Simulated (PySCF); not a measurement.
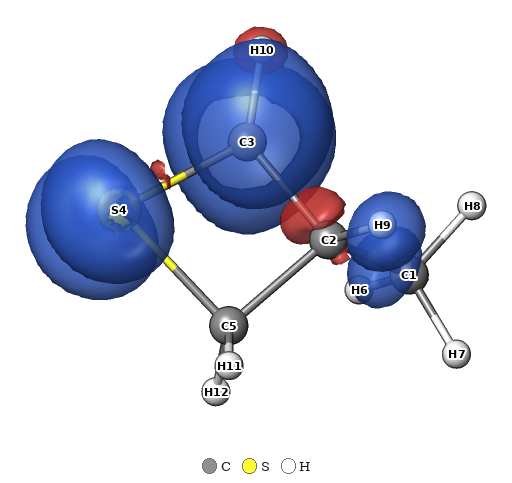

The picture shows: C4H7S (SMILES C[C@H]1[CH]SC1) (doublet). Isosurfaces of the spin density (α minus β) at +0.02 (blue) and −0.02 e/Å³ (red), seen at a tilt.

Geometry: GFN2-xTB.

These are results of UKS B3LYP, pcH-1 on C H S, non-relativistic, mean-field spin-orbit, GIAO in PySCF, not measurements.

```yaml
atoms:
  - { symbol: C, position_ang: [1.4063, -0.1886, -0.1671] }
  - { symbol: C, position_ang: [0.0277, 0.1014, 0.4218] }
  - { symbol: C, position_ang: [-0.6169, 1.3549, -0.0633] }
  - { symbol: S, position_ang: [-2.1175, 0.6676, -0.5719] }
  - { symbol: C, position_ang: [-1.1072, -0.7901, -0.1106] }
  - { symbol: H, position_ang: [1.3726, -0.1320, -1.2529] }
  - { symbol: H, position_ang: [1.7423, -1.1815, 0.1244] }
  - { symbol: H, position_ang: [2.1237, 0.5439, 0.1946] }
  - { symbol: H, position_ang: [0.1005, 0.0445, 1.5181] }
  - { symbol: H, position_ang: [-0.4764, 2.3710, 0.2434] }
  - { symbol: H, position_ang: [-1.6078, -1.4144, 0.6251] }
  - { symbol: H, position_ang: [-0.8461, -1.3773, -0.9876] }
```

**Where is the unpaired spin?**

The unpaired spin (1 electron) lies mostly on C3 (about 0.6) and S4 (about 0.3), in electrons by Hirshfeld's partition.
